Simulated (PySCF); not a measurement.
# FCI/STO-3G run of SiCl3 (SMILES Cl[Si](Cl)Cl)

What is the vertical doublet–quartet gap of SiCl3 at FCI/STO-3G? The job is set up through a Python script.

Program for the calculation: PySCF 2.14.0.

15 further runs of the same task are left out: 8 that didn't finish, 7 set aside as unsound or not needed.

## 1. The molecule

The species is SiCl3 (4 atoms), meant as a doublet with charge 0. SMILES: `Cl[Si](Cl)Cl`. The coordinates come from a PBE0-D4/def2-TZVP relaxation.

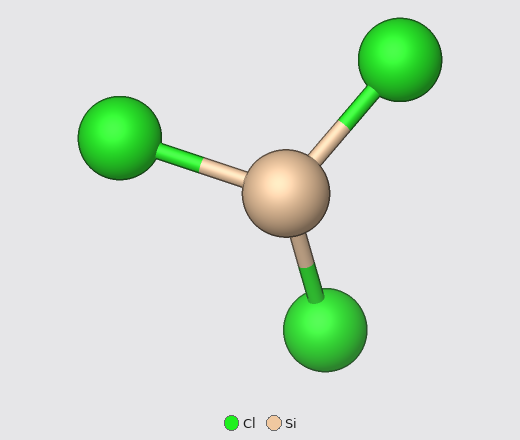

Viewed from a chosen angle; chlorine green, silicon light orange.

## 2. A single-point energy at FCI/STO-3G

The input, calc.py:

```python
# Cl[Si](Cl)Cl
from pyscf import gto, scf, mcscf

system = gto.M(
    atom=[
    ('Cl', (-1.524800, -0.591600, 1.030100)),
    ('Si', (0.116100, 0.389400, 0.310600)),
    ('Cl', (1.694700, -0.903800, 0.219000)),
    ('Cl', (-0.286000, 1.105900, -1.559700)),
],
    basis='sto-3g',
    verbose=3,
    max_memory=1860,
    spin=1,
    charge=0,
)

mf = scf.ROHF(system)
mf.conv_tol = 1e-10
mf.kernel()
if not mf.converged:
    mf = mf.newton().run(mf.mo_coeff, mf.mo_occ)

cas = mcscf.CASCI(mf, mf.mo_coeff.shape[-1] - 20, (system.nelec[0] - 20, system.nelec[1] - 20))  # full CI above the frozen core
cas.fix_spin_(ss=0.75)
cas.kernel()
e_tot = cas.e_tot
print('E(%s) = %.9f' % ('FCI', e_tot))
```

Run with:

```
$ OMP_NUM_THREADS=1 python calc.py
```

Output:

```text
converged SCF energy = -1649.46150926744
CASCI E = -1649.51282973762  E(CI) = -92.4249377162434  S^2 = 0.7500000
E(FCI) = -1649.512829738
```

Wall time 19 s (1 thread of Intel Xeon Platinum 8488C (Sapphire Rapids), shared host); peak memory 0.32 GiB.

## 3. The quartet, same level

The input, job.py:

```python
from pyscf import gto, scf, mcscf

molecule = gto.Mole()
molecule.atom = [
    ('Cl', (-1.524800, -0.591600, 1.030100)),
    ('Si', (0.116100, 0.389400, 0.310600)),
    ('Cl', (1.694700, -0.903800, 0.219000)),
    ('Cl', (-0.286000, 1.105900, -1.559700)),
]
molecule.verbose = 3
molecule.max_memory = 1860
molecule.basis = 'sto-3g'
molecule.spin = 3
molecule.build()

calc0 = scf.ROHF(molecule)
calc0.conv_tol = 1e-10
calc0.kernel()
if not calc0.converged:
    calc0 = calc0.newton().run(calc0.mo_coeff, calc0.mo_occ)

cas = mcscf.CASCI(calc0, calc0.mo_coeff.shape[-1] - 20, (molecule.nelec[0] - 20, molecule.nelec[1] - 20))  # full CI above the frozen core
cas.fix_spin_(ss=3.75)
cas.kernel()
energy = cas.e_tot
print(f'total energy: {energy:.8f} hartree')
```

Run with:

```
$ OMP_NUM_THREADS=1 python job.py
```

Output:

```text
converged SCF energy = -1649.07942190906
CASCI E = -1649.16929827115  E(CI) = -92.0848903476158  S^2 = 3.7500000
total energy: -1649.16929827 hartree
```

Wall time 14 s (1 thread of Intel Xeon Platinum 8488C (Sapphire Rapids), shared host); peak memory 0.24 GiB.

## 4. Results

Level: FCI/STO-3G, 20 core orbitals frozen.

| quantity | value |
| --- | --- |
| doublet: total energy | -1649.51283 Eh |
| doublet: dipole moment (Hartree–Fock density) | 2.53 D |
| doublet: correlation energy (20 core orbitals frozen) | -51.3 mEh |
| quartet: total energy | -1649.16930 Eh |
| quartet: dipole moment (Hartree–Fock density) | 3.08 D |
| quartet: correlation energy (20 core orbitals frozen) | -89.9 mEh |
| vertical energy of the quartet above the doublet | 9.348 eV |

At this shape the quartet lies 9.35 eV (902 kJ/mol) above the doublet. In a minimal basis such a difference can be off by several eV, whatever the method. Mulliken charges (doublet) of the mean-field density run from -0.32 on Cl1 to +0.96 on Si2; they depend strongly on the basis. Mulliken charges (quartet) of the mean-field density run from -0.23 on Cl4 to +0.70 on Si2; they depend strongly on the basis.
